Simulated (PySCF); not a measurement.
## Electronic structure of CH9OPSi2 in real space

```yaml
atoms:
  - { symbol: C, position_ang: [-1.6462, 0.0445, -0.9483] }
  - { symbol: Si, position_ang: [-0.2104, -0.1389, 0.3059] }
  - { symbol: O, position_ang: [-0.7520, 0.1556, 1.8242] }
  - { symbol: Si, position_ang: [1.4765, 1.4476, 0.0990] }
  - { symbol: P, position_ang: [0.3180, -2.3443, 0.2112] }
  - { symbol: H, position_ang: [-2.1502, 0.9991, -0.8262] }
  - { symbol: H, position_ang: [-2.3884, -0.7413, -0.8228] }
  - { symbol: H, position_ang: [-1.2876, -0.0100, -1.9718] }
  - { symbol: H, position_ang: [-1.4097, -0.3921, 2.2478] }
  - { symbol: H, position_ang: [0.9437, 2.7831, -0.1856] }
  - { symbol: H, position_ang: [2.3069, 1.5570, 1.3013] }
  - { symbol: H, position_ang: [2.3876, 1.1144, -1.0041] }
  - { symbol: H, position_ang: [0.8542, -2.2795, -1.0595] }
  - { symbol: H, position_ang: [1.5569, -2.1955, 0.8068] }
```

Geometry: GFN2-xTB.

All numbers below come from PBE0/pcSseg-1, SCF density, gas phase, non-relativistic (PySCF).

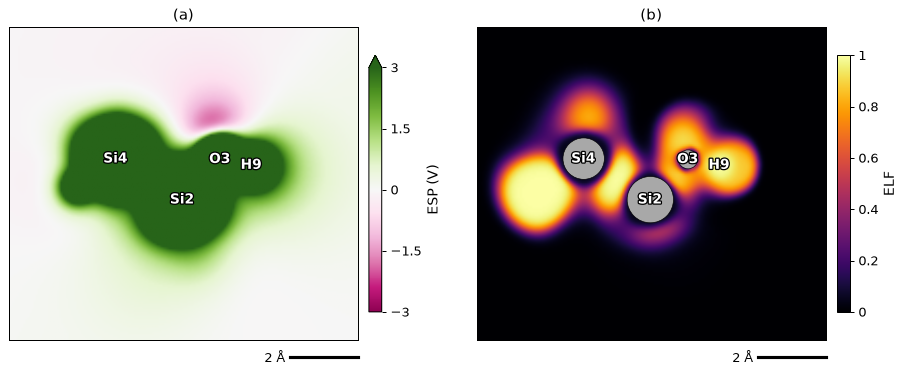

Figure 1. (a) electrostatic potential; (b) ELF on the plane of atoms O3, Si2 and Si4. Grey discs cover the atomic cores in the ELF map.

Read the bonding off the picture.

- The section cuts through Si, O and H sites.
- Si–O (1.64 Å): the ELF peaks at about 0.85 between the atoms; a polar covalent bond.
- Si–Si (2.32 Å): the ELF peaks at about 1 between the atoms, as expected for a shared electron pair.
- O–H (0.95 Å): the ELF climbs to about 1 towards the hydrogen, as it does in any bond to H: a covalent bond by its length.
- The ELF also peaks beside O3, away from the bonds: lone-pair regions.
- Outside the dense part of the molecule the potential is most negative (−1.8 V) near O3.

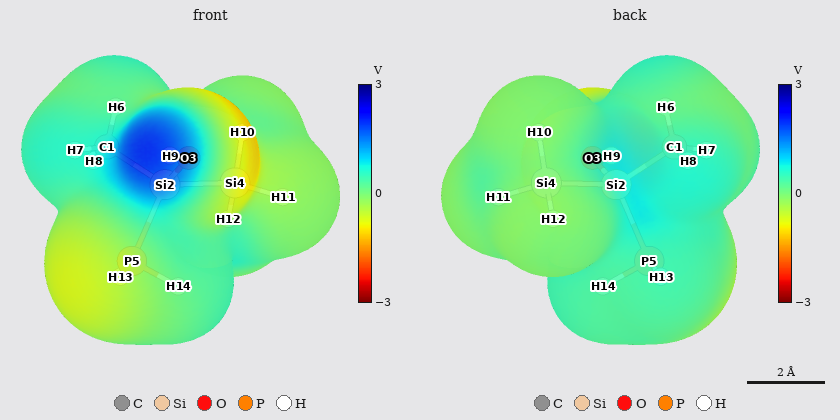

Figure 2. The electrostatic potential painted on the density surface at 0.001 e/bohr³, seen from the front and from behind; red is negative and blue positive.

Describe the electrostatic potential map.

The most negative region (about −1.1 V) lies over O3, the most positive (about +2.0 V) over H9. O3 is the likeliest acceptor of a hydrogen bond.
